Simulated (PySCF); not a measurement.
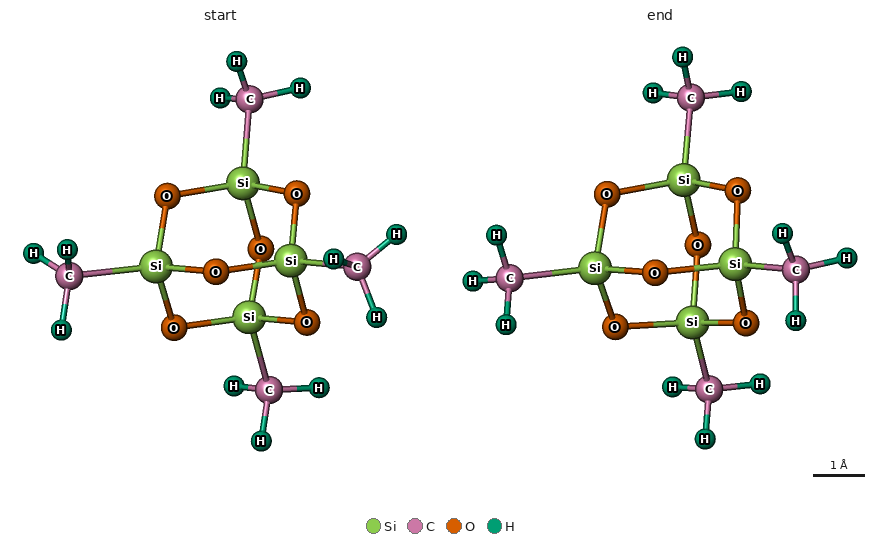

The structure of C₄H₁₂O₆Si₄ before (left) and after (right) a relaxation, at one scale.

The picture is a ball-and-stick view, seen from a free direction.

The start comes from GFN2-xTB. Its atoms were then displaced at random by about 0.03 Å.

Computed with PySCF 2.14.0, density-fitted response routines, PBE0-D3(BJ)/def2-SVP geometry optimisation, gas phase. 

Q: What changed between the two?

A: The atom that moves furthest after the best rigid fit is an H atom (0.57 Å). By element the largest moves are H 0.57 Å, Si 0.15 Å, O 0.11 Å, C 0.06 Å. Near-neighbour distances that change, for instance: O–Si 1.512 → 1.675 Å, C–Si 1.976 → 1.834 Å, C–Si 1.936 → 1.833 Å, O–Si 1.594 → 1.675 Å. Bond angles that change, for instance: Si–O–Si 107.0° → 117.2°, O–Si–O 115.1° → 105.3°, H–C–H 116.5° → 108.7°. Groups turn about C–Si by about 30°, C–Si by about 25°. The energy falls by 242.0 kJ/mol in 17 geometry steps.
